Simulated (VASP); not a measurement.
Band structure of Pt (space group P6_3/mmc). Computed with LDA (Ceperley-Alder, Perdew-Zunger), VASP's LDA PAW potentials (set 64) (plane waves; VASP).

Unless said otherwise, spin-orbit coupling is left out, though it shifts the bands of the heavy elements here.

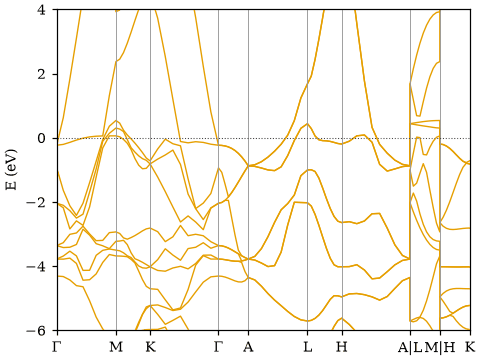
*Bands along high-symmetry lines, zero at the valence-band maximum or, without a gap, the Fermi level*

### Question
Read the plot: is there a gap, and where are the band edges?

### Answer
It has no gap at this level: it comes out as a metal or semimetal. (Edges off the drawn lines would not show.)

The structure comes from a computed database's Pt entry (P6_3/mmc); how it stands against other phases isn't given here. It was relaxed first, which changed the volume by -6 %.
